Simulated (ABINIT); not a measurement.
# How the form of the self-energy moves the gap of LiH (Fm-3m)

Wanted: the gap of LiH (Fm-3m) under several approximations, with cost.

Calculated with ABINIT 10.8.3; PBE and many-body steps on it, plane waves.

The database entry behind the starting cell differs from later determinations by our own check (the deuteride, about 0.2 % short), so it need not match the best structure at ambient conditions.

**1. The starting structure**

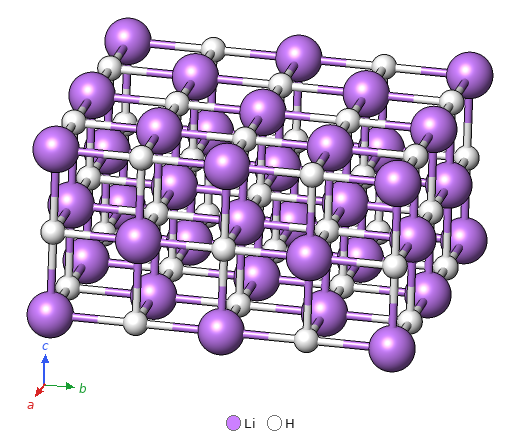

The cell as given, slightly off an axis (lithium purple, hydrogen white). 2×2×1 cells are drawn. This picture shows the conventional cell, with its axes. Some periodic images of atoms are drawn too.

The cell and positions come from the Crystallography Open Database and are kept as given unless a step says otherwise.

**2. Empty states on the mesh, 8×8×8 mesh, 152 bands**

This step: ABINIT 10.8.3; DFT, PBE, plane waves, norm-conserving pseudopotentials.

The sums over transitions need many empty states on a uniform mesh; this step solves for them.

The input, run.abi:

```
acell 3*1.0 Angstrom
rprim 
  -0.000000000000 2.036750000000 2.036750000000
  2.036750000000 -0.000000000000 2.036750000000
  2.036750000000 2.036750000000 -0.000000000000
ntypat 2
znucl 3 1
natom 2
typat 1 2
xred 
  0.000000000000 0.000000000000 0.000000000000
  0.500000000000 0.500000000000 0.500000000000
pp_dirpath "pseudos"
pseudos "Li.upf, H.upf"
ecut 33
ngkpt 8 8 8
nshiftk 1
shiftk 0 0 0
kptopt 1
chksymbreak 0
irdden 1
istwfk *1
nband 152
prtvol 0
optdriver 6
gwr_task "HDIAGO"
paral_kgb 0
occopt 1
indata_prefix "in"
outdata_prefix "out"
tmpdata_prefix "tmp"
```

Run with:

```console
> OMP_NUM_THREADS=1 mpirun -n 4 abinit run.abi > log
```

What it wrote:

```text
.Version 10.8.3 of ABINIT. v10.8.2 released Aug 2026.

 Symmetries : space group Fm -3 m (#225); Bravais cF (face-center cubic)
[... echo of the input left out ...]
== DATASET  1 ==================================================================
-   mpi_nproc: 4, omp_nthreads: 1 (-1 if OMP is not activated)

--- !DatasetInfo
iteration_state: {dtset: 1, }
dimensions: {natom: 2, nkpt: 29, mband: 152, nsppol: 1, nspinor: 1, nspden: 1, mpw: 1056, }
cutoff_energies: {ecut:  33.0, pawecutdg:  -1.0, }
[...]
Direct band gap semiconductor
 Fundamental gap:     3.022 (eV)
   VBM:    -0.348 (eV) at k: [ 5.0000E-01,  5.0000E-01,  0.0000E+00]
   CBM:     2.674 (eV) at k: [ 5.0000E-01,  5.0000E-01,  0.0000E+00]
 Direct gap:         3.022 (eV) at k: [ 5.0000E-01,  5.0000E-01,  0.0000E+00]

== END DATASET(S) ==============================================================
================================================================================

 -outvars: echo values of variables after computation  --------
           etotal      0.0000000000E+00
            nband         152
             nkpt          29
          spgroup         225
 [... the other variables as echoed above ...]

 Calculation completed.
```

Run time: 9.9 s. Hardware: 4 MPI ranks of Intel Xeon 6975P-C (Granite Rapids), shared host; peak memory 0.46 GiB; 34 s of CPU time.

This step gave:

| Item | Value |
| --- | --- |
| gap | 3.022 eV |
| k of the valence top | 0.5, 0.5, 0 |
| k of the conduction bottom | 0.5, 0.5, 0 |
| least direct gap | 3.022 eV |
| k points computed | 29 |
| lowest point of the top converged band, above the valence top | 220.9700 eV |

On this mesh the gap is 3.022 eV.

The density comes from a self-consistent run that is not shown.

**3. Screening, 8×8×8 mesh, 144 bands, screening to 304.8 eV**

The RPA dielectric matrix is built and inverted for each q.

This step: RPA screening on PBE, plane waves, norm-conserving pseudopotentials.

Changes to run.abi since step 2:

```diff
@@ -20,10 +20,11 @@
 chksymbreak 0
-irdden 1
 istwfk *1
-nband 152
-prtvol 0
-optdriver 6
-gwr_task "HDIAGO"
-paral_kgb 0
 occopt 1
+irdwfk 1
+optdriver 3
+nband 144
+ecuteps 11.2
+inclvkb 2
+awtr 1
+symchi 1
 indata_prefix "in"
```

What it wrote:

```text
.Version 10.8.3 of ABINIT. v10.8.2 released Aug 2026.

 Symmetries : space group Fm -3 m (#225); Bravais cF (face-center cubic)
[... echo of the input left out ...]
== DATASET  1 ==================================================================
-   mpi_nproc: 4, omp_nthreads: 1 (-1 if OMP is not activated)

--- !DatasetInfo
iteration_state: {dtset: 1, }
dimensions: {natom: 2, nkpt: 29, mband: 144, nsppol: 1, nspinor: 1, nspden: 1, mpw: 1056, }
cutoff_energies: {ecut:  33.0, pawecutdg:  -1.0, }
electrons: {nelect:   4.00000000E+00, charge:   0.00000000E+00, occopt:   1.00000000E+00, tsmear:   1.00000000E-02, }

 SCREENING: Calculation of the susceptibility and dielectric matrices

 Based on a program developped by R.W. Godby, V. Olevano, G. Onida, and L. Reining.
 Incorporated in ABINIT by V. Olevano, G.-M. Rignanese, and M. Torrent.
.Using double precision arithmetic ; gwpc =  8

[... cell and pseudopotentials left out ...]
--------------------------------------------------------------------------------

 ==== K-mesh for the wavefunctions ====
 Number of points in the irreducible wedge :    29
[... list of points left out ...]
 Together with 48 symmetry operations and time-reversal symmetry
 yields   512 points in the full Brillouin Zone.

 ==== Q-mesh for the screening function ====
 Number of points in the irreducible wedge :    29
[... list of points left out ...]
 Together with 48 symmetry operations and time-reversal symmetry
 yields   512 points in the full Brillouin Zone.

 setmesh: FFT mesh size selected  =    24x   24x   24
          total number of points  =        13824

 vcoul_init : cutoff-mode = AUXILIARY_FUNCTION
 q-points for optical limit:   1
     1)      0.000010    0.000020    0.000030

- screening: taking advantage of time-reversal symmetry
- Maximum band index for partially occupied states nbvw = 2
- Remaining bands to be divided among processors   nbcw = 142
- Number of bands treated by each node ~35

 Number of electrons calculated from density =    4.0000; Expected =    4.0000
 average of density, n =  0.035077
 r_s =    1.8951
 omega_plasma =   18.0662 [eV]

 calculating chi0 at frequencies [eV] :
  1    0.000000E+00    0.000000E+00
  2    0.000000E+00    1.806615E+01

--------------------------------------------------------------------------------
  q-point number  1        q = ( 0.000000, 0.000000, 0.000000) [r.l.u.]
--------------------------------------------------------------------------------
[... chi0 elements left out ...]
 For q-point:  0.000010 0.000020 0.000030
  dielectric constant =   4.0091
  dielectric constant without local fields =   4.4047

  Average fulfillment of the sum rule on Im[epsilon] for q-point    1 :     97.80  [%]
[... wings left out ...]
  q-point number  2        q = ( 0.125000, 0.000000, 0.000000) [r.l.u.]
--------------------------------------------------------------------------------
[... chi0 elements left out ...]
  Average fulfillment of the sum rule on Im[epsilon] for q-point    2 :    102.60  [%]

 [... 27 further q-points ...]
```

The job ended after 2.5 min (4 MPI ranks; peak memory 1.5 GiB).

This step gave:

* ε∞ with local fields, on this mesh, along the program's q direction: 4.009
* the same without local fields: 4.405
* plasma frequency: 18.07 eV
* plane waves in the screening matrix: 181

Local fields lower ε∞ by 9 %.

**4. G0W0, Godby-Needs plasmon pole**

The self-energy is evaluated for the states that the input lists, and the levels follow from it, in one-shot runs by the linearised quasiparticle equation.

This step: G0W0 on PBE, plane waves, norm-conserving pseudopotentials.

Changes to run.abi since step 3:

```diff
@@ -23,8 +23,17 @@
 irdwfk 1
-optdriver 3
+optdriver 4
 nband 144
+gwcalctyp 0
+ecutsigx 33
+symsigma 1
+nkptgw 2
+kptgw 
+  0.5000000000 0.5000000000 0.0000000000
+  0.0000000000 0.0000000000 0.0000000000
+bdgw 
+  1 5
+  1 6
 ecuteps 11.2
-inclvkb 2
-awtr 1
-symchi 1
+irdscr 1
+ppmodel 1
 indata_prefix "in"
```

What it wrote:

```text
.Version 10.8.3 of ABINIT. v10.8.2 released Aug 2026.

 Symmetries : space group Fm -3 m (#225); Bravais cF (face-center cubic)
[... echo of the input left out ...]
== DATASET  1 ==================================================================
-   mpi_nproc: 4, omp_nthreads: 1 (-1 if OMP is not activated)

--- !DatasetInfo
iteration_state: {dtset: 1, }
dimensions: {natom: 2, nkpt: 29, mband: 144, nsppol: 1, nspinor: 1, nspden: 1, mpw: 1056, }
cutoff_energies: {ecut:  33.0, pawecutdg:  -1.0, }
electrons: {nelect:   4.00000000E+00, charge:   0.00000000E+00, occopt:   1.00000000E+00, tsmear:   1.00000000E-02, }

 SIGMA: Calculation of the GW corrections

 Based on a program developped by R.W. Godby, V. Olevano, G. Onida, and L. Reining.
 Incorporated in ABINIT by V. Olevano, G.-M. Rignanese, and M. Torrent.
.Using double precision arithmetic ; gwpc =  8

[... cell and pseudopotentials left out ...]
--------------------------------------------------------------------------------

 ==== K-mesh for the wavefunctions ====
 Number of points in the irreducible wedge :    29
[... list of points left out ...]
 Together with 48 symmetry operations and time-reversal symmetry
 yields   512 points in the full Brillouin Zone.

 ==== Q-mesh for screening function ====
 Number of points in the irreducible wedge :    29
[... list of points left out ...]
 Together with 48 symmetry operations and time-reversal symmetry
 yields   512 points in the full Brillouin Zone.

 vcoul_init : cutoff-mode = AUXILIARY_FUNCTION
 q-points for optical limit:   1
     1)      0.000010    0.000020    0.000030
 setmesh: FFT mesh size selected  =    30x   30x   30
          total number of points  =        27000

 Number of electrons calculated from density =    4.0000; Expected =    4.0000
 average of density, n =  0.035077
 r_s =    1.8951
 omega_plasma =   18.0662 [eV]

 === KS Band Gaps ===
  >>>> For spin  1
   Minimum direct gap =   3.0221 [eV], located at k-point      :   0.5000  0.5000  0.0000
   Fundamental gap    =   3.0221 [eV], Top of valence bands at :   0.5000  0.5000  0.0000
                                       Bottom of conduction at :   0.5000  0.5000  0.0000
 SIGMA fundamental parameters:
 PLASMON POLE MODEL  1
 number of plane-waves for SigmaX                 1037
 number of plane-waves for SigmaC and W            181
 number of plane-waves for wavefunctions          1037
 number of bands                                   144
 number of independent spin polarizations            1
 number of spinorial components                      1
 number of k-points in IBZ                          29
 number of q-points in IBZ                          29
 number of symmetry operations                      48
 number of k-points in BZ                          512
 number of q-points in BZ                          512
 number of frequencies for dSigma/dE                 9
 frequency step for dSigma/dE [eV]                0.25
 number of omega for Sigma on real axis              0
 max omega for Sigma on real axis  [eV]           0.00
 zcut for avoiding poles [eV]                     0.10

 EPSILON^-1 parameters (SCR file):
 dimension of the eps^-1 matrix on file            181
 dimension of the eps^-1 matrix used               181
 number of plane-waves for wavefunctions          1037
 number of bands                                   144
 number of q-points in IBZ                          29
 number of frequencies                               2
 number of real frequencies                          1
 number of imag frequencies                          1

 matrix elements of self-energy operator (all in [eV])

 Perturbative Calculation

--- !SelfEnergy_ee
iteration_state: {dtset: 1, }
kpoint     : [   0.500,    0.500,    0.000, ]
spin       : 1
KS_gap     :    3.022
QP_gap     :    4.974
Delta_QP_KS:    1.952
data: !SigmaeeData |
     Band     E0 <VxcDFT>   SigX SigC(E0)      Z dSigC/dE  Sig(E)    E-E0       E
        1 -44.599 -25.708 -39.786   5.433   0.766  -0.306 -32.326  -6.618 -51.217
        2  -0.348 -11.306 -14.553   1.375   0.772  -0.296 -12.751  -1.445  -1.793
        3   2.674  -7.648  -3.711  -3.312   0.812  -0.232  -7.141   0.507   3.181
        4  10.239  -8.235  -2.670  -4.538   0.779  -0.283  -7.435   0.800  11.040
        5  10.239  -8.235  -2.670  -4.538   0.779  -0.283  -7.435   0.800  11.040

--- !SelfEnergy_ee
iteration_state: {dtset: 1, }
kpoint     : [   0.000,    0.000,    0.000, ]
spin       : 1
KS_gap     :   20.729
QP_gap     :   22.883
Delta_QP_KS:    2.154
data: !SigmaeeData |
     Band     E0 <VxcDFT>   SigX SigC(E0)      Z dSigC/dE  Sig(E)    E-E0       E
        1 -44.649 -25.626 -39.725   5.428   0.772  -0.295 -32.321  -6.695 -51.344
        2  -5.602  -9.916 -15.631   3.354   0.714  -0.400 -11.602  -1.686  -7.287
        3  15.128 -11.718  -4.656  -6.350   0.657  -0.522 -11.250   0.468  15.596
        4  17.057  -8.964  -2.438  -5.437   0.715  -0.398  -8.185   0.779  17.835
        5  17.057  -8.964  -2.438  -5.437   0.715  -0.398  -8.185   0.779  17.835
        6  17.057  -8.964  -2.438  -5.437   0.715  -0.398  -8.185   0.779  17.835

== END DATASET(S) ==============================================================
================================================================================

 -outvars: echo values of variables after computation  --------
           etotal      0.0000000000E+00
            nband         144
             nkpt          29
          spgroup         225
 [... the other variables as echoed above ...]

 Calculation completed.
```

The job ended after 28 s (4 MPI ranks; peak memory 1.6 GiB; 1.7 min of CPU time).

Numbers from this step:

* G0W0 gap on the points computed: 4.974 eV
* starting gap on the mesh: 3.022 eV
* k of the valence top: 0.5, 0.5, 0
* k of the conduction bottom: 0.5, 0.5, 0
* Z at the valence top: 0.772
* Z at the conduction bottom: 0.812
* least direct G0W0 gap on the computed points: 4.974 eV

The gap on the mesh goes from 3.02 eV to 4.97 eV, a correction of +1.95 eV.

**5. G0W0, Hybertsen-Louie plasmon pole**

Changes to run.abi since step 4:

```diff
@@ -37,3 +37,3 @@
 irdscr 1
-ppmodel 1
+ppmodel 2
 indata_prefix "in"
```

What it wrote:

```text
.Version 10.8.3 of ABINIT. v10.8.2 released Aug 2026.

 Symmetries : space group Fm -3 m (#225); Bravais cF (face-center cubic)
[... echo of the input left out ...]
== DATASET  1 ==================================================================
-   mpi_nproc: 4, omp_nthreads: 1 (-1 if OMP is not activated)

--- !DatasetInfo
iteration_state: {dtset: 1, }
dimensions: {natom: 2, nkpt: 29, mband: 144, nsppol: 1, nspinor: 1, nspden: 1, mpw: 1056, }
cutoff_energies: {ecut:  33.0, pawecutdg:  -1.0, }
electrons: {nelect:   4.00000000E+00, charge:   0.00000000E+00, occopt:   1.00000000E+00, tsmear:   1.00000000E-02, }

 SIGMA: Calculation of the GW corrections

 Based on a program developped by R.W. Godby, V. Olevano, G. Onida, and L. Reining.
 Incorporated in ABINIT by V. Olevano, G.-M. Rignanese, and M. Torrent.
.Using double precision arithmetic ; gwpc =  8

[... cell and pseudopotentials left out ...]
--------------------------------------------------------------------------------

 ==== K-mesh for the wavefunctions ====
 Number of points in the irreducible wedge :    29
[... list of points left out ...]
 Together with 48 symmetry operations and time-reversal symmetry
 yields   512 points in the full Brillouin Zone.

 ==== Q-mesh for screening function ====
 Number of points in the irreducible wedge :    29
[... list of points left out ...]
 Together with 48 symmetry operations and time-reversal symmetry
 yields   512 points in the full Brillouin Zone.

 vcoul_init : cutoff-mode = AUXILIARY_FUNCTION
 q-points for optical limit:   1
     1)      0.000010    0.000020    0.000030
 setmesh: FFT mesh size selected  =    30x   30x   30
          total number of points  =        27000

 Number of electrons calculated from density =    4.0000; Expected =    4.0000
[...]
number of omega for Sigma on real axis              0
 max omega for Sigma on real axis  [eV]           0.00
 zcut for avoiding poles [eV]                     0.10

 EPSILON^-1 parameters (SCR file):
 dimension of the eps^-1 matrix on file            181
 dimension of the eps^-1 matrix used               181
 number of plane-waves for wavefunctions          1037
 number of bands                                   144
 number of q-points in IBZ                          29
 number of frequencies                               2
 number of real frequencies                          1
 number of imag frequencies                          1

 matrix elements of self-energy operator (all in [eV])

 Perturbative Calculation

--- !SelfEnergy_ee
iteration_state: {dtset: 1, }
kpoint     : [   0.500,    0.500,    0.000, ]
spin       : 1
KS_gap     :    3.022
QP_gap     :    4.941
Delta_QP_KS:    1.919
data: !SigmaeeData |
     Band     E0 <VxcDFT>   SigX SigC(E0)      Z dSigC/dE  Sig(E)    E-E0       E
        1 -44.599 -25.708 -39.786   6.295   0.797  -0.255 -31.908  -6.200 -50.798
        2  -0.348 -11.306 -14.553   1.117   0.838  -0.194 -13.090  -1.784  -2.132
        3   2.674  -7.648  -3.711  -3.778   0.852  -0.173  -7.512   0.136   2.810
[...]
--- !SelfEnergy_ee
iteration_state: {dtset: 1, }
kpoint     : [   0.000,    0.000,    0.000, ]
spin       : 1
KS_gap     :   20.729
QP_gap     :   23.928
Delta_QP_KS:    3.198
data: !SigmaeeData |
     Band     E0 <VxcDFT>   SigX SigC(E0)      Z dSigC/dE  Sig(E)    E-E0       E
[...]
5  17.057  -8.964  -2.438  -5.623   0.816  -0.226  -8.227   0.736  17.793
        6  17.057  -8.964  -2.438  -5.623   0.816  -0.226  -8.227   0.736  17.793

== END DATASET(S) ==============================================================
================================================================================

 -outvars: echo values of variables after computation  --------
           etotal      0.0000000000E+00
            nband         144
             nkpt          29
          spgroup         225
 [... the other variables as echoed above ...]

 Calculation completed.
```

Elapsed: 34 s, on 4 MPI ranks; peak memory 1.5 GiB; 2 min of CPU time.

Numbers from this step:

```yaml
g0w0_gap_on_the_points_computed: 4.942 eV
starting_gap_on_the_mesh: 3.022 eV
k_of_the_valence_top: 0.5, 0.5, 0
k_of_the_conduction_bottom: 0.5, 0.5, 0
z_at_the_valence_top: 0.838
z_at_the_conduction_bottom: 0.852
least_direct_g0w0_gap_on_the_computed_points: 4.942 eV
```

Against G0W0 in ABINIT (8×8×8 mesh, 144 bands, screening to 304.8 eV, Godby-Needs plasmon pole), the gap moves by −0.032 eV.

**6. G0W0, von der Linden-Horsch plasmon pole**

Changes to run.abi since step 5:

```diff
@@ -37,3 +37,3 @@
 irdscr 1
-ppmodel 2
+ppmodel 3
 indata_prefix "in"
```

What it wrote:

```text
.Version 10.8.3 of ABINIT. v10.8.2 released Aug 2026.

 Symmetries : space group Fm -3 m (#225); Bravais cF (face-center cubic)
[... echo of the input left out ...]
== DATASET  1 ==================================================================
-   mpi_nproc: 4, omp_nthreads: 1 (-1 if OMP is not activated)

--- !DatasetInfo
iteration_state: {dtset: 1, }
dimensions: {natom: 2, nkpt: 29, mband: 144, nsppol: 1, nspinor: 1, nspden: 1, mpw: 1056, }
cutoff_energies: {ecut:  33.0, pawecutdg:  -1.0, }
[...]
Band     E0 <VxcDFT>   SigX SigC(E0)      Z dSigC/dE  Sig(E)    E-E0       E
[...]
5  17.057  -8.964  -2.438  -5.385   0.834  -0.200  -8.013   0.951  18.007
        6  17.057  -8.964  -2.438  -5.385   0.834  -0.200  -8.013   0.951  18.007

== END DATASET(S) ==============================================================
================================================================================

 -outvars: echo values of variables after computation  --------
           etotal      0.0000000000E+00
            nband         144
             nkpt          29
          spgroup         225
 [... the other variables as echoed above ...]

 Calculation completed.
```

Elapsed: 17 s, on 4 MPI ranks; peak memory 1.5 GiB; 59 s of CPU time.

This step gave:

```
G0W0 gap on the points computed              : 5.018 eV
starting gap on the mesh                     : 3.022 eV
k of the valence top                         : 0.5, 0.5, 0
k of the conduction bottom                   : 0.5, 0.5, 0
least direct G0W0 gap on the computed points : 5.018 eV
```

Against G0W0 in ABINIT (8×8×8 mesh, 144 bands, screening to 304.8 eV, Godby-Needs plasmon pole), the gap moves by +0.044 eV.

(Continued in part 2 of 2.)

[Paths, hosts, dates, memory and timing lines, banners, echoed tables and standing remarks are left out of the program output.]

[Logs are printed without paths, hosts, clocks, repeated set-up lines and the standing remarks that a program may print on its own settings, such as how far it seeks lower states.]

[Runs of the session that timed out or met a known fault of the program may be left out.]

[Hosts, paths, dates, database ids (printed as entryN), source tags and the programs' standing remarks are cut or masked in the printed files.]

[G0W0 gaps are taken among the corrected bands and points alone; a level outside them can change the order at an edge.]

[Where Ansatz stands beside ABINIT at settings called matched, ABINIT's density can come from a denser mesh and the files from another edition; pairs whose starting gaps differed by over 0.03 eV were left out, so agreement reads better than it is.]
